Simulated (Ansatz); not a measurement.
Consider YSi in the rock salt structure (space group Fm-3m, No. 225; a = 5.7455 Å; a hypothetical phase, not in the database extracts checked; relaxed with 0.1 eV smearing). Axes: x, y, z lie along the cube axes.

Structures relaxed with PBEsol in Ansatz (plane waves to 420 eV, PAW, no SOC).

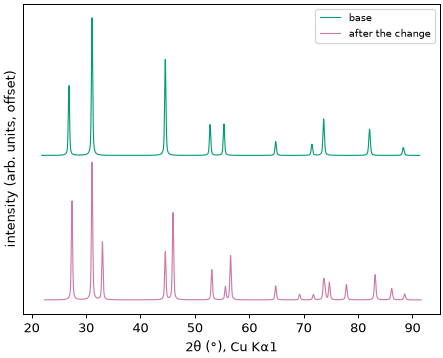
Simulated powder patterns before (top) and after one change

Q: Which of these changes matches the shifts?
(A) uniaxial strain ε_zz = −5.63 %
(B) isotropic strain +2.24 %
(C) strain tensor (xx, yy, zz, yz, xz, xy) = (−1.46, +1.08, +0.67, +0.19, −0.96, +0.04) %
(D) biaxial strain +1.07 %, plane normal [001], relaxed out of plane

A: A, uniaxial strain ε_zz = −5.63 %. Its volume per atom is 22.37 Å³ against 23.71 Å³, and its space group is I4/mmm (No. 139).

No phonon test of stability was made. All final runs are without spin polarisation. YSi has a high density of states at the Fermi level and may be magnetic at this level.

Ansatz is a quantum-chemistry and plane-wave program.
